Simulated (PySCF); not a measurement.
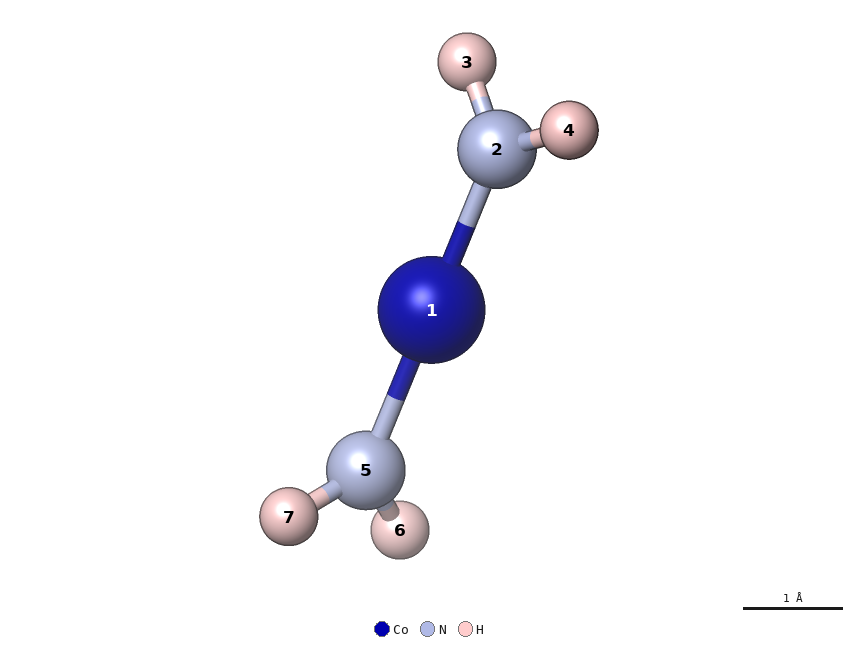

Orthographic view. Depth is shown by fading: the farther an atom, the more it takes the colour of the background. Charge 0, quartet. Computed geometry: PBE0-D3(BJ)/def2-SVP optimisation. No frequency run is at hand to confirm it as a minimum. Other spin states may lie lower.

Write a Z-matrix (Å, degrees) in the order of the atom numbers, with these reference atoms: 2 to 1; 3 to 2, 1; 4 to 2, 3, 1; 5 to 1, 3, 2; 6 to 5, 1, 3; 7 to 5, 6, 1.

```
Co 
N    1   1.813
H    2   1.016   1   125.7
H    2   1.016   3   107.9   1  -179.5
N    1   1.813   3   160.9   2  -179.9
H    5   1.016   1   125.7   3    90.1
H    5   1.016   6   107.9   1   180.0
```
